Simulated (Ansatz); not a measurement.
Consider MgS in the rock salt structure (space group Fm-3m, No. 225; a = 5.182 Å).

Now apply this change: every Mg is replaced by Ba; the structure is relaxed again.

The values are results of PBEsol (Ansatz, a first-principles code, PAW, spin-orbit coupling left out), earlier PAW set, not measurements.

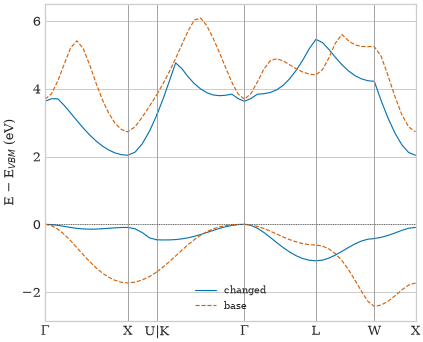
Fig. 1. Highest valence and lowest conduction band along the path, each from its own valence-band maximum

The gap is 2.04 eV, indirect, Γ → X; the base has 2.73 eV.

Whether these cells are dynamically stable was not tested.
